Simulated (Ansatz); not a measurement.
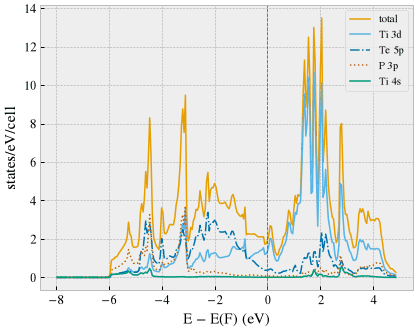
*Total and projected density of states of Ti2Te2P in space group R-3m (No. 166; Ti on 6c, Te on 6c, P on 3a), r²SCAN (plane waves, PAW; program Ansatz)*

Question: Which orbitals carry the states next to the Fermi level?

Answer: Within 0.5 eV of the Fermi level: Ti 3d 69 %, Te 5p 22 %. Projections are on Löwdin-orthogonalised atomic valence shells; empty p or d shells of many metals are not among them.

Question: Where is the tallest occupied peak in this window, and what makes it?

Answer: Near -3.1 eV, about 9.5 states/eV per cell; the largest projected share is P 3p.

The first step of the workflow began from a Materials Project structure, measured or hypothetical; the Crystallography Open Database copy checked does not list it. Whether it is the stable phase at ambient conditions was not checked. The cell was relaxed with r²SCAN under the symmetry of its start; whether a distortion lowers the energy is not shown. No spin polarisation was allowed. A crystal of weakly bound layers computed without a dispersion correction: the cell and the soft elastic constants depend strongly on that. With an odd number of electrons in the cell and no spin polarisation, the count alone makes it a metal. Scalar-relativistic: spin–orbit coupling is off unless named, which matters more the heavier the elements.

Potentials: the later of the program's two PAW sets.
